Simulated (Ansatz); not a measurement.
# A ladder of methods for BH2SCl (SMILES SBCl)

BH2SCl has 5 atoms, charge 0, and is taken as a singlet. As SMILES, `SBCl`. The coordinates come from a PBE0-D4/def2-TZVP relaxation. This is one conformer, not always the lowest.

```xyz
5

S    -1.2945   -0.0088   -0.3235
B     0.4029   -0.2178    0.1647
Cl    0.8887   -1.7389    0.8689
H    -1.1576    1.2482   -0.7771
H     1.2104    0.6434    0.0257
```

Each level gives the energy change with the S1–H4 bond stretched from 1.343 to 3.358 Å (eV). The values are calculated.

```csv
level,kind,program,value (eV),less FCI/STO-3G
HF/STO-3G (restricted),Hartree–Fock,Ansatz,9.61,+5.67
SVWN5/STO-3G (restricted),LDA,Ansatz,6.41,+2.47
revPBE/STO-3G (restricted),GGA,Ansatz,5.99,+2.05
PBE0/STO-3G (restricted),global hybrid,Ansatz,7.11,+3.17
r2SCAN0/STO-3G (restricted),hybrid meta-GGA,Ansatz,7.37,+3.43
wB97X/STO-3G (restricted),range-separated hybrid,Ansatz,8.05,+4.11
B2PLYP/STO-3G (restricted),double hybrid,Ansatz,5.84,+1.90
MP2/STO-3G (restricted),perturbation theory,Ansatz,5.12,+1.18
CCSDTQ/STO-3G (restricted),coupled cluster or CI,Ansatz,3.94,0.00
FCI/STO-3G,exact in the basis,Ansatz,3.94,0.00
```

FCI/STO-3G is exact within its basis and frozen core, so for wave-function methods in that basis the difference is their error; functionals converge differently with the basis, so for them it is only a difference. Spin-restricted single references rise too steeply as a bond breaks, Hartree–Fock most of all. Perturbation and coupled-cluster corrections on them can overshoot downwards. The first shape isn't each level's own minimum. The values span 3.94 to 9.61 eV. All rows use very small basis sets, so even the best lies far from the true value.

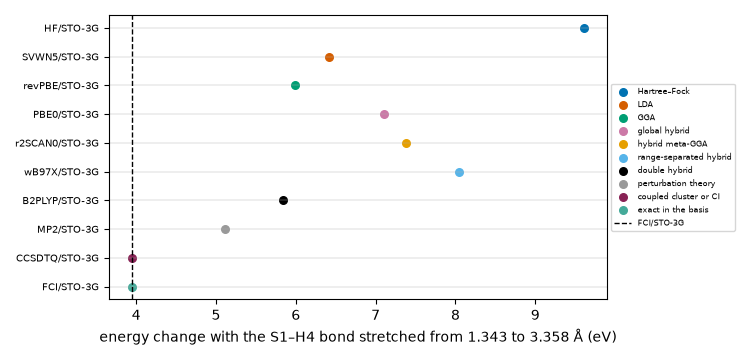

The values of the table, level by level.
